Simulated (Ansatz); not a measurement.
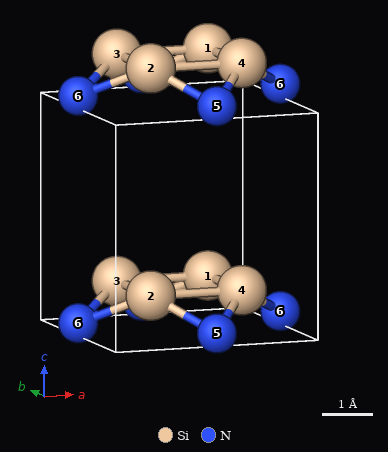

This is the input geometry for a relaxation of solid Si$_{2}$N (a generated structure, set up in P4mm) (coarse preliminary run). The picture is a ball-and-stick view of the cell of the calculation, repeated 1 × 1 × 2 with one cell outlined, seen slightly off an axis.

The calculation used DFT PBE, scalar-relativistic, plane waves, PAW (Ansatz 0.2.0).

Input
```yaml
crystal:
  lattice:
    - [4.32549875, 0.0, 0.0]
    - [0.0, 4.32549875, 0.0]
    - [0.0, 0.0, 4.61969046]
  atoms:
    - { symbol: Si, position: [0.72522579, 0.72522579, 0.19545592] }
    - { symbol: Si, position: [0.27477421, 0.27477421, 0.19545592] }
    - { symbol: Si, position: [0.27477421, 0.72522579, 0.19545592] }
    - { symbol: Si, position: [0.72522579, 0.27477421, 0.19545592] }
    - { symbol: "N", position: [0.5, 0.0, 0.05659128] }
    - { symbol: "N", position: [0.0, 0.5, 0.05659128] }
basis:
  ecutwfc: 420
kpoints:
  mp_grid: { grid: [4, 4, 4] }
hamiltonian:
  xc: pbe
scf:
  occupations: { method: gaussian, width: 0.1 }
  lower_state_search: "off"
output:
  forces: true
  stress: true
  eigenvalues: true
relax:
  adjacent_minimum: "off"
  f_tol: 0.04
  max_steps: 70
  cell: { stress_tol: 0.4 }
```

Run as
```bash
ansatz run input.yaml --threads 1 --pin off --max-ram 2048MiB --backend cpu --events-out ev --progress --plain --runs-dir out
```

Question: Where does the relaxation end?

Answer: The largest moves relative to the cell, 0.25 Å, are those of N5 and N6. N5 goes along +c. Largest moves by element: N 0.25 Å, Si 0.22 Å. The drawn cell changes as follows: a = b 4.325 → 5.325 Å (+23.1 %), c 4.620 → 2.661 Å (−42.4 %); the volume changes by −12.7 %. Near-neighbour distances that change, for instance: Si1–Si1 4.620 → 2.661 Å, Si1–Si2 2.755 → 3.765 Å, Si1–Si3 1.948 → 2.662 Å, Si1–Si2 (another image) 3.074 → 3.765 Å. Bond angles that change, for instance: N5–Si1–N6 133.4° → 180.0°, Si1–N6–Si2 134.7° → 180.0°, Si1–N6–Si4 71.6° → 90.0°. The space group (tolerance 0.01 Å) goes from P4mm (No. 99) to P4/mmm (No. 123). After 18 accepted moves (22 points after the start) the energy has fallen by 11.271 eV per cell of the calculation. Largest force component: 9.2 eV/Å at the start, 0.00016 eV/Å at the end. The pressure goes from 73.22 to −0.01 GPa. The line search rejected the trial step at point 16 of the run. At 3 points the geometry stayed and the basis and grid were re-selected for the new cell (energy shift of 0.231 eV per cell of the calculation at most each time). The run took 58 s on 1 thread of Intel(R) Xeon(R) Platinum 8488C (Sapphire Rapids), with other jobs on the host, peak memory 0.37 GiB.

The structure at the end:

```xyz
6
Lattice="5.3250 0.0000 0.0000 0.0000 5.3250 0.0000 0.0000 0.0000 2.6606" Properties=species:S:1:pos:R:3 pbc="T T T"
Si    3.9937    3.9937    0.3969
Si    1.3312    1.3312    0.3969
Si    1.3312    3.9937    0.3969
Si    3.9937    1.3312    0.3969
N     2.6625    5.3250    0.3969
N     5.3250    2.6625    0.3969
```

The end point in the same view:

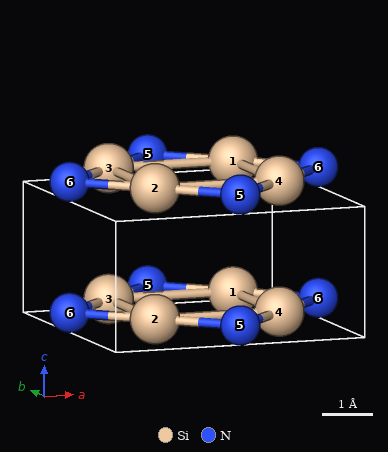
